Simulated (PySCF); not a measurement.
# C7H13ClOSi (SMILES C[SiH2]/C=C(/Cl)C(=O)C(C)C): what the fields show

Input

```
{"job": {"kind": "nmr", "xc": "PBE0", "basis": "pcSseg-1"}, "charge": 0, "multiplicity": 1}
C      2.473924     1.721731    -0.732592
Si     2.589875     0.542125     0.752789
C      1.944272    -1.188370     0.313623
C      0.644831    -1.442747     0.194070
Cl     0.040962    -3.029035    -0.201843
C     -0.324853    -0.360904     0.418296
O      0.103866     0.745859     0.684077
C     -1.801131    -0.640413     0.268362
C     -2.128309    -0.525801    -1.227118
C     -2.623754     0.351119     1.084926
H      2.945902     1.286756    -1.609416
H      1.449949     1.969885    -0.985661
H      2.994761     2.645768    -0.504406
H      4.038075     0.269881     0.920966
H      2.119984     1.023727     2.047282
H      2.653119    -1.986679     0.160295
H     -2.011627    -1.660993     0.598759
H     -1.562109    -1.250826    -1.806704
H     -3.188571    -0.707454    -1.384589
H     -1.888982     0.473138    -1.585502
H     -2.376693     1.369721     0.797209
H     -3.684916     0.184566     0.918538
H     -2.413329     0.235930     2.145634
```

Command:

```sh
OMP_NUM_THREADS=1 python probes_run.py task.json out
```

Geometry: GFN2-xTB.

Computed with PySCF, PBE0/pcSseg-1, SCF density, gas phase, non-relativistic.

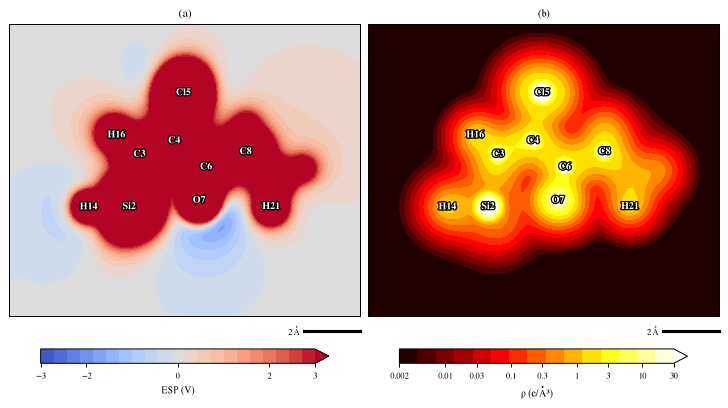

Figure 1. (a) electrostatic potential; (b) electron density on the plane of atoms Si2, C3 and C4.

Question: Interpret the plot.

Answer: The plane passes through Si, C, Cl, O and H nuclei.
C–O (1.22 Å): the density is about 3.2 e/Å³ at the midpoint.
C–C (1.33 Å): ρ is about 2.3 e/Å³ halfway.
C–Cl (1.74 Å): ρ is about 1.4 e/Å³ halfway.
C–Si (1.90 Å): ρ is about 0.9 e/Å³ halfway.
C–H (1.08 Å): the density is about 2 e/Å³ at the midpoint.
Outside the dense part of the molecule the potential is most negative (−1.6 V) near O7.

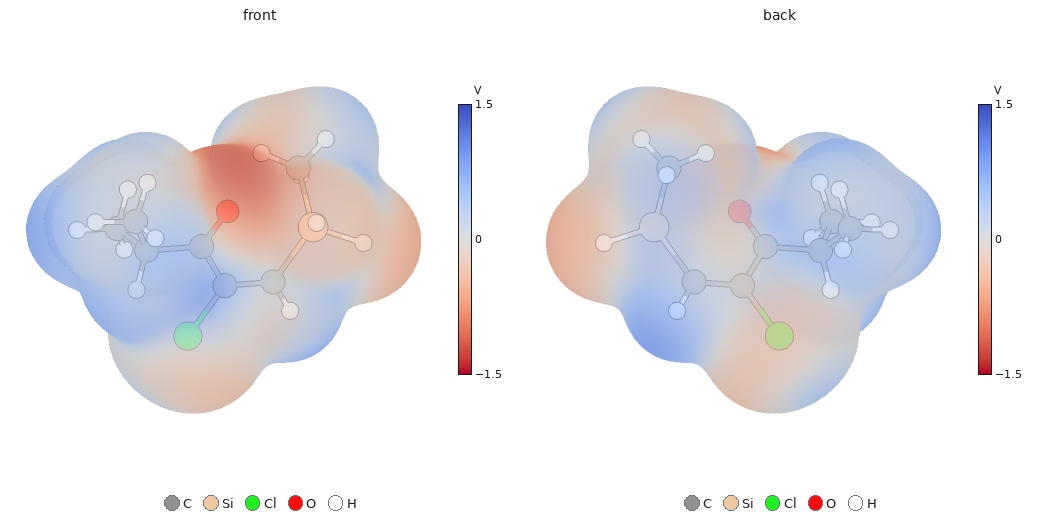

Figure 2. The electrostatic potential painted on the density surface at 0.001 e/bohr³, seen from the front and from behind; the colour scale runs from red (negative) to blue (positive).

Question: Which sites attract a positive test charge, and which a negative one?

Answer: A positive charge is drawn to the negative regions and a negative charge to the positive ones. The most negative region (about −1.1 V) lies over O7, the most positive (about +0.8 V) over C6 and H16. Cl5 shows a σ-hole: about +0.4 V at the tip opposite its bond, against about −0.1 V on its flanks. O7 is the likeliest acceptor of a hydrogen bond.

Question: What dipole moment does the calculation give?

Answer: Its dipole moment is 1.80 D.
